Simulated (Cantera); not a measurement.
A closed system holds: 1 mol Ti(OiPr)4, 1.8 mol CH4, held at 465 Torr.

Method: chemical equilibrium by Gibbs-energy minimisation in Cantera with the NASA 1993 tables (ideal gas, pure condensed phases). Candidate condensed phases: C, C6H6, C7H8, C8H18, H2O, Ti, TiC, TiO, TiO2, Ti2O3, Ti3O5, Ti4O7; 113 gas species. The feed counts by its element totals alone. TiC: taken at fixed stoichiometry. The numbers say what is thermodynamically allowed, not how fast it happens.

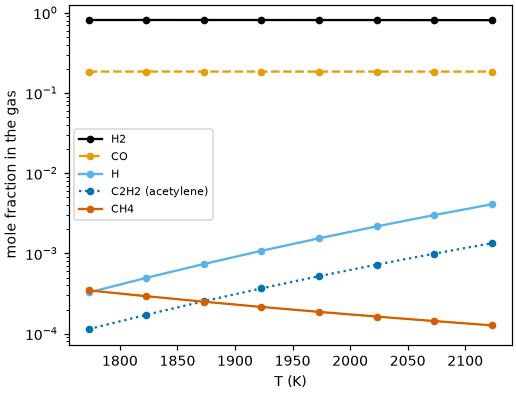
*Equilibrium gas composition (values under 1e-9 drawn at 1e-9)*

From 1773 K to 2123 K the condensed part is C(graphite) + TiC(s).
